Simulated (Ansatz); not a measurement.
System: C2H9GeO2 (SMILES [CH3][Ge]([CH3])([OH])[OH2+]) (charge +1).

Input

```
crystal:
  periodic: [false, false, false]
  atoms:
    - {symbol: C, position_ang: [-1.462397, -1.878858, 2.906022]}
    - {symbol: C, position_ang: [-1.471489, 1.276479, 1.638710]}
    - {symbol: Ge, position_ang: [-1.452641, -0.628556, 1.463930]}
    - {symbol: O, position_ang: [-2.202227, -1.318518, 0.045446]}
    - {symbol: O, position_ang: [0.397754, -0.945548, 0.663114]}
    - {symbol: H, position_ang: [-1.380041, -2.901300, 2.511626]}
    - {symbol: H, position_ang: [-0.652078, -1.676104, 3.620863]}
    - {symbol: H, position_ang: [-2.421173, -1.786402, 3.439373]}
    - {symbol: H, position_ang: [-0.728857, 1.594840, 2.384685]}
    - {symbol: H, position_ang: [-1.251207, 1.755100, 0.674381]}
    - {symbol: H, position_ang: [-2.467183, 1.596228, 1.982644]}
    - {symbol: H, position_ang: [-2.633899, -0.721286, -0.578713]}
    - {symbol: H, position_ang: [0.346869, -1.472975, -0.152950]}
    - {symbol: H, position_ang: [1.189301, -1.207528, 1.159103]}
basis:
  gaussian: {orbitals: def2-SVPD}
total_charge: 1
hamiltonian: {xc: pbe0}
output: {forces: true, orbitals: {seedname: orbitals}}
```

Launched as:

```sh
ansatz run input.yaml --threads 2 --pin off --max-ram 4350MiB --events-out events.jsonl --progress --plain --runs-dir runs
```

Geometry: PBE0-D3(BJ)/def2-SVP.

The calculation used Ansatz 0.2.0, isolated molecule in a Gaussian basis; Kohn-Sham density functional theory, functional PBE0.

Question: What can the converged electron density and electron localisation function tell about the bonding?

Answer: C–Ge (1.91 Å): ρ is about 0.96 e/Å³ halfway; the ELF peaks at about 0.90 in the valence shell of C, 0.7 Å from its nucleus, and is about 0.70 at the midpoint.
C–H (1.10 Å): the density is about 1.9 e/Å³ at the midpoint; the ELF climbs to about 1 towards the hydrogen, as it does in any bond to H (a covalent bond by its length).

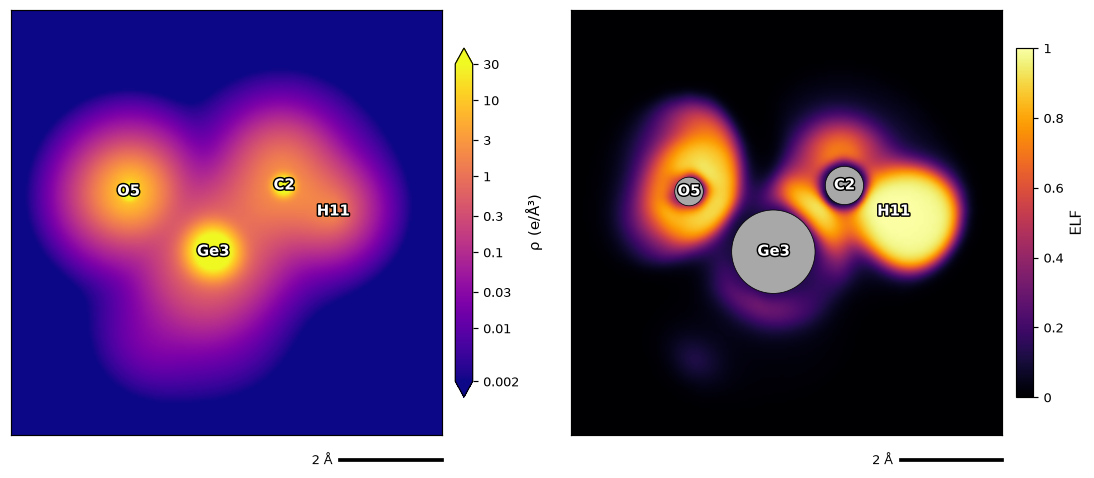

Computed electron density and electron localisation function on the plane of atoms C2, Ge3 and O5, in this order. Grey discs cover the atomic cores in the ELF map. 
